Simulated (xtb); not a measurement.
## Run report: SnNH4BrO, geometry relaxation (part 1 of 2)

SnNH4BrO, SMILES [NH2][SnH]([OH])[Br], computed with GFN2-xTB (xtb 6.7.1).

The geometry comes from this level: GFN2-xTB.

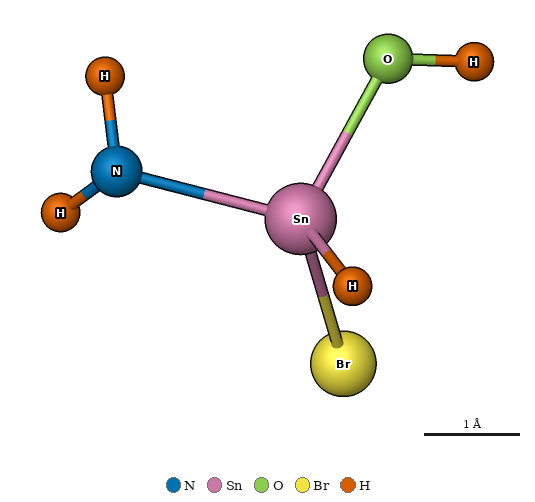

The structure as given in the input (ball-and-stick view, seen at a tilt). Sticks mark near contacts. Bond lengths as drawn: Br–Sn 2.48 Å, H–N 1.01 Å, H–O 0.96 Å, H–Sn 1.69 Å, N–Sn 2.01 Å and O–Sn 1.96 Å.

### The input (input.xyz)
```
8

N     -0.584200     1.473810     0.404430
Sn     0.126640    -0.400990     0.395600
O      1.312110    -0.473270    -1.158700
Br    -1.660220    -2.089940     0.049650
H     -1.588920     1.535470     0.288220
H     -0.166210     2.022820    -0.337400
H      0.954420    -0.739720     1.826310
H      1.606390    -1.328170    -1.468110
```

Hardware: 1 thread of Intel Xeon (Granite Rapids), 64 GiB of memory available, shared host.

Run as:
```bash
xtb -c 0 --opt tight --gfn 2 -- input.xyz > xtb.out 2> xtb.err
```

### The program's output
```
* xtb version 6.7.1
   ID    Z sym.   atoms
    1    7 N      1
    2   50 Sn     2
    3    8 O      3
    4   35 Br     4
    5    1 H      5-8

           -------------------------------------------------
          |                Calculation Setup                |
           -------------------------------------------------

          program call               : xtb -c 0 --opt tight --gfn 2 -- input.xyz
          coordinate file            : input.xyz
          omp threads                :                     1

           -------------------------------------------------
          |                 G F N 2 - x T B                 |
           -------------------------------------------------

      * Hamiltonian:
        H0-scaling (s, p, d)           1.850000    2.230000    2.230000
        zeta-weighting                 0.500000
      * Dispersion:
        s8                             2.700000
        a1                             0.520000
        a2                             5.000000
        s9                             5.000000
      * Repulsion:
        kExp                           1.500000    1.000000
        rExp                           1.000000
      * Coulomb:
        alpha                          2.000000
        third order                    shell-resolved
        anisotropic                    true
        a3                             3.000000
        a5                             4.000000
        cn-shift                       1.200000
        cn-exp                         4.000000
        max-rad                        5.000000

          ...................................................
          :                      SETUP                      :
          :.................................................:
          :  # basis functions                  32          :
          :  # atomic orbitals                  30          :
          :  # shells                           14          :
          :  # electrons                        26          :
          :  max. iterations                   250          :
          :  Hamiltonian                  GFN2-xTB          :
          :  restarted?                      false          :
          :  GBSA solvation                  false          :
          :  PC potential                    false          :
          :  electronic temp.          300.0000000     K    :
          :  accuracy                    1.0000000          :
          :  -> integral cutoff          0.2500000E+02      :
          :  -> integral neglect         0.1000000E-07      :
          :  -> SCF convergence          0.1000000E-05 Eh   :
          :  -> wf. convergence          0.1000000E-03 e    :
          :  Broyden damping             0.4000000          :
          :  net charge                          0          :
          :  unpaired electrons                  0          :
          ...................................................

 iter      E             dE          RMSdq      gap      omega  full diag
   1    -11.6863616 -0.116864E+02  0.209E+01    2.46       0.0  T
   2    -10.6876791  0.998682E+00  0.315E+01    6.12       1.0  T
   3    -14.5099180 -0.382224E+01  0.160E+01    4.58       1.0  T
   4    -15.0648353 -0.554917E+00  0.751E+00    4.05       1.0  T
   5    -15.2969221 -0.232087E+00  0.281E+00    3.40       1.0  T
   6    -15.2906686  0.625354E-02  0.167E+00    3.69       1.0  T
   7    -15.2987208 -0.805215E-02  0.103E+00    3.56       1.0  T
   8    -15.2989043 -0.183522E-03  0.766E-01    3.45       1.0  T
   9    -15.2995678 -0.663481E-03  0.282E-01    3.47       1.0  T
  10    -15.2995212  0.465910E-04  0.182E-01    3.44       1.0  T
  11    -15.2994607  0.604720E-04  0.316E-01    3.41       1.0  T
  12    -15.2996635 -0.202829E-03  0.613E-02    3.43       1.0  T
  13    -15.2996690 -0.546009E-05  0.189E-02    3.43       1.9  T
  14    -15.2996686  0.394458E-06  0.151E-02    3.43       2.3  T
  15    -15.2996686 -0.614200E-07  0.153E-02    3.43       2.3  T
  16    -15.2996691 -0.490797E-06  0.336E-03    3.43      10.5  T
  17    -15.2996692 -0.266226E-07  0.123E-03    3.43      28.7  T
  18    -15.2996692 -0.241943E-09  0.115E-03    3.43      30.6  T
  19    -15.2996692 -0.312626E-08  0.217E-04    3.43     162.8  T
  20    -15.2996692 -0.104977E-09  0.780E-05    3.43     453.6  T

   *** convergence criteria satisfied after 20 iterations ***

         #    Occupation            Energy/Eh            Energy/eV
      -------------------------------------------------------------
         1        2.0000           -0.8543474             -23.2480
       ...           ...                  ...                  ...
         7        2.0000           -0.4949343             -13.4678
         8        2.0000           -0.4841708             -13.1750
         9        2.0000           -0.4710446             -12.8178
        10        2.0000           -0.4540631             -12.3557
        11        2.0000           -0.4312814             -11.7358
        12        2.0000           -0.4258996             -11.5893
        13        2.0000           -0.4194694             -11.4143 (HOMO)
        14                         -0.2933880              -7.9835 (LUMO)
        15                         -0.1307155              -3.5570
        16                         -0.1204607              -3.2779
        17                         -0.1034751              -2.8157
        18                         -0.0513132              -1.3963
       ...                                ...                  ...
        30                          0.9210361              25.0627
      -------------------------------------------------------------
                  HL-Gap            0.1260814 Eh            3.4308 eV
             Fermi-level           -0.3564287 Eh           -9.6989 eV

 SCC (total)                   0 d,  0 h,  0 min,  0.004 sec
 SCC setup                      ...        0 min,  0.000 sec (  1.353%)
 Dispersion                     ...        0 min,  0.000 sec (  0.623%)
 classical contributions        ...        0 min,  0.000 sec (  0.232%)
 integral evaluation            ...        0 min,  0.001 sec ( 14.211%)
 iterations                     ...        0 min,  0.003 sec ( 59.547%)
 molecular gradient             ...        0 min,  0.001 sec ( 22.933%)
 printout                       ...        0 min,  0.000 sec (  0.971%)

         :::::::::::::::::::::::::::::::::::::::::::::::::::::
         ::                     SUMMARY                     ::
         :::::::::::::::::::::::::::::::::::::::::::::::::::::
         :: total energy             -15.233856171596 Eh    ::
         :: gradient norm              0.000479749600 Eh/a0 ::
         :: HOMO-LUMO gap              3.430848632542 eV    ::
         ::.................................................::
         :: SCC energy               -15.299662237811 Eh    ::
         :: -> isotropic ES            0.035524858027 Eh    ::
         :: -> anisotropic ES         -0.001967282445 Eh    ::
         :: -> anisotropic XC         -0.001569459610 Eh    ::
         :: -> dispersion             -0.004906964987 Eh    ::
         :: repulsion energy           0.065806066215 Eh    ::
         :: add. restraining           0.000000000000 Eh    ::
         :: total charge               0.000000000000 e     ::
         :::::::::::::::::::::::::::::::::::::::::::::::::::::

      -----------------------------------------------------------
     |                   =====================                   |
     |                        A N C O P T                        |
     |                   =====================                   |
     |               Approximate Normal Coordinate               |
     |                Rational Function Optimizer                |
      -----------------------------------------------------------
      -----------------------------------------------------------
     |                   =====================                   |
     |                        A N C O P T                        |
     |                   =====================                   |
     |               Approximate Normal Coordinate               |
     |                Rational Function Optimizer                |
      -----------------------------------------------------------

          ...................................................
          :                      SETUP                      :
          :.................................................:
          :   optimization level             tight          :
          :   max. optcycles                   200          :
          :   ANC micro-cycles                  20          :
          :   degrees of freedom                18          :
          :.................................................:
          :   RF solver                   davidson          :
          :   write xtbopt.log                true          :
          :   linear?                        false          :
          :   energy convergence         0.1000000E-05 Eh   :
          :   grad. convergence          0.8000000E-03 Eh/α :
          :   maxmium RF displ.          1.0000000          :
          :   Hlow (freq-cutoff)         0.1000000E-01      :
          :   Hmax (freq-cutoff)         5.0000000          :
          :   S6 in model hess.         20.0000000          :
          ...................................................

generating ANC from exact Hessian ...
Using Lindh-Hessian (1995)
 Shifting diagonal of input Hessian by    9.0771394400776251E-003
 Lowest  eigenvalues of input Hessian
    0.000000    0.000000    0.000000    0.000000    0.000000    0.000000
    0.010000    0.010166    0.011561    0.012142    0.012621    0.013140
    0.016100    0.037146    0.039125    0.057495    0.075235    0.176607
 Highest eigenvalues
    0.211655    0.362734    0.461717    1.077331    1.255172    1.308252

........................................................................
.............................. CYCLE    1 ..............................
........................................................................

 iter      E             dE          RMSdq      gap      omega  full diag
   1    -15.2996692 -0.152997E+02  0.386E-05    3.43       0.0  T
   2    -15.2996692  0.506795E-11  0.500E-05    3.43     707.3  T
   3    -15.2996692 -0.900435E-11  0.791E-06    3.43    4468.4  T
     SCC iter.                  ...        0 min,  0.001 sec
     gradient                   ...        0 min,  0.001 sec
 * total energy  :   -15.2338562 Eh     change       -0.1199041E-10 Eh
   gradient norm :     0.0004795 Eh/α   predicted     0.0000000E+00 (-100.00%)
   displ. norm   :     0.0202282 α      lambda       -0.2993819E-05
   maximum displ.:     0.0123888 α      in ANC's #7, #3, #6, ...

   *** GEOMETRY OPTIMIZATION CONVERGED AFTER 1 ITERATIONS ***

------------------------------------------------------------------------
 total energy gain   :        -0.0000000 Eh       -0.0000 kcal/mol
 total RMSD          :         0.0000001 a0        0.0000 Å
 total power (kW/mol):        -0.0000000 (step)   -0.0000 (real)
------------------------------------------------------------------------

 ANCopt (total)                0 d,  0 h,  0 min,  0.003 sec
 optimizer setup                ...        0 min,  0.000 sec (  1.243%)
 model hessian                  ...        0 min,  0.000 sec (  7.359%)
 ANC generation                 ...        0 min,  0.000 sec (  2.049%)
 coordinate transformation      ...        0 min,  0.000 sec (  0.273%)
 single point calculation       ...        0 min,  0.002 sec ( 83.306%)
 optimization log               ...        0 min,  0.000 sec (  1.403%)
 hessian update                 ...        0 min,  0.000 sec (  0.017%)
 rational function              ...        0 min,  0.000 sec (  2.759%)

================
 final structure:
================
8
 xtb: 6.7.1
N           -0.58420000000000        1.47381000000000        0.40443000000000
Sn           0.12664000000000       -0.40099000000000        0.39560000000000
O            1.31211000000000       -0.47327000000000       -1.15870000000000
Br          -1.66022000000000       -2.08994000000000        0.04965000000000
H           -1.58892000000000        1.53547000000000        0.28822000000000
H           -0.16621000000000        2.02282000000000       -0.33740000000000
H            0.95442000000000       -0.73972000000000        1.82631000000000
H            1.60639000000000       -1.32817000000000       -1.46811000000000

 Bond Distances (Angstroems)
```
